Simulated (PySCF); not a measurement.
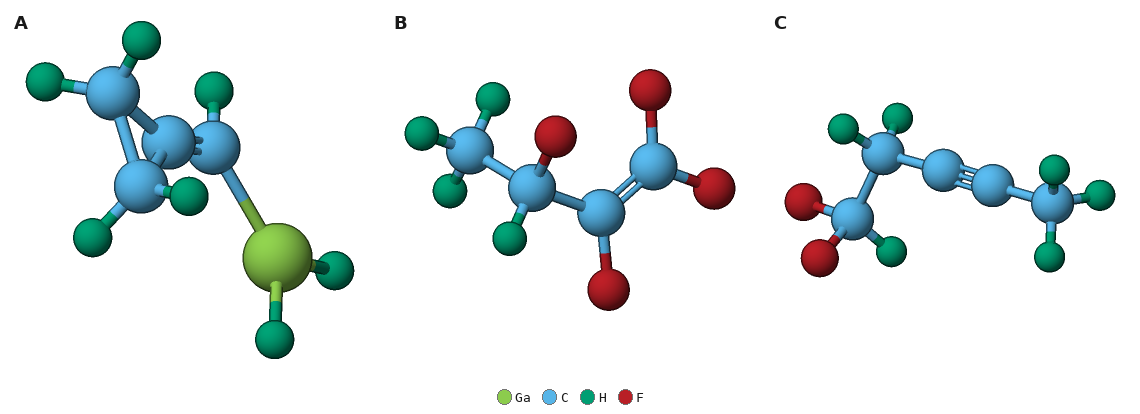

Simulated data, not a measurement (program: PySCF).

```xyz
12
charge 0, multiplicity 1
C    -1.4036   -0.3271   -0.5212
C    -0.5512    0.5968    0.3393
F    -0.3264    1.7741   -0.3419
C     0.7738   -0.0183    0.7113
F     0.8892   -0.3908    1.9990
C     1.7966   -0.2160   -0.1129
F     2.9595   -0.7475    0.2191
F     1.7687    0.0927   -1.3973
H    -0.8840   -0.5579   -1.4478
H    -2.3409    0.1686   -0.7596
H    -1.6104   -1.2463    0.0190
H    -1.0700    0.8711    1.2670
```

**Which panel shows the molecule in this file?**

B. The file holds C4H4F4, `C[C@H](F)C(F)=C(F)F`.
